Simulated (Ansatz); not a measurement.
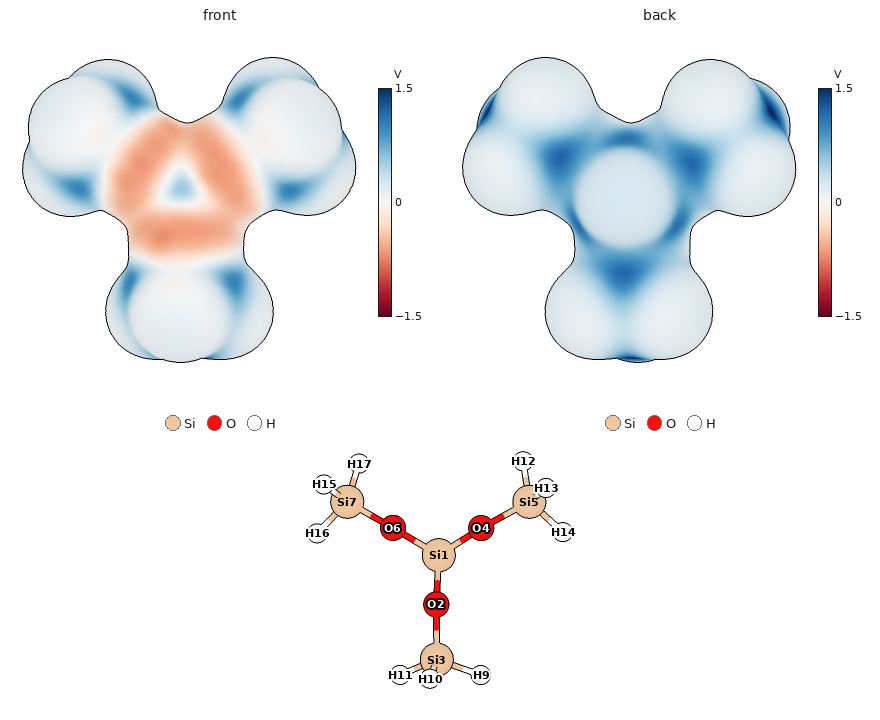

The picture shows: H10O3Si4. The electrostatic potential painted on the density surface at 0.002 e/bohr³, seen from the front and from behind; red is negative and blue positive. The bare structure is drawn below in the same view.

Computed with DFT PBE, Gaussian basis def2-TZVP in Ansatz.

Input file:

```
crystal:
  periodic: [false, false, false]
  atoms:
    - { symbol: Si, position_ang: [-0.027375, -0.142874, 0.474478] }
    - { symbol: O, position_ang: [-1.16723, 0.70587, 1.448497] }
    - { symbol: Si, position_ang: [-2.247604, 2.043652, 1.511696] }
    - { symbol: O, position_ang: [-0.562987, -1.767969, 0.273136] }
    - { symbol: Si, position_ang: [-1.023245, -2.969007, -0.8699] }
    - { symbol: O, position_ang: [1.497777, -0.151095, 1.275849] }
    - { symbol: Si, position_ang: [3.152414, 0.307211, 1.161864] }
    - { symbol: H, position_ang: [0.098536, 0.514319, -0.844019] }
    - { symbol: H, position_ang: [-3.305786, 1.891339, 0.500183] }
    - { symbol: H, position_ang: [-2.875407, 2.09032, 2.840222] }
    - { symbol: H, position_ang: [-1.518427, 3.303825, 1.294625] }
    - { symbol: H, position_ang: [0.107891, -3.288482, -1.755664] }
    - { symbol: H, position_ang: [-1.412282, -4.190859, -0.150858] }
    - { symbol: H, position_ang: [-2.173255, -2.50809, -1.664812] }
    - { symbol: H, position_ang: [3.858239, -0.14095, 2.371103] }
    - { symbol: H, position_ang: [3.269582, 1.771324, 1.068298] }
    - { symbol: H, position_ang: [3.781656, -0.326078, -0.008543] }
basis:
  gaussian: { orbitals: def2-TZVP }
hamiltonian:
  xc: pbe
relax:
  f_tol: 0.002
  max_steps: 300
output:
  orbitals: {}
```

Launched as:

```sh
ansatz run input.yaml --threads 4 --pin off --max-ram 8192MiB --backend cpu --events-out ev --progress --plain --runs-dir out
```

The fields are those of the relaxed geometry.

> Where is the surface potential most negative and most positive?

The most negative region (about −0.6 V) lies over O2, O4 and O6, the most positive (about +1.4 V) over Si3, Si5 and Si7.
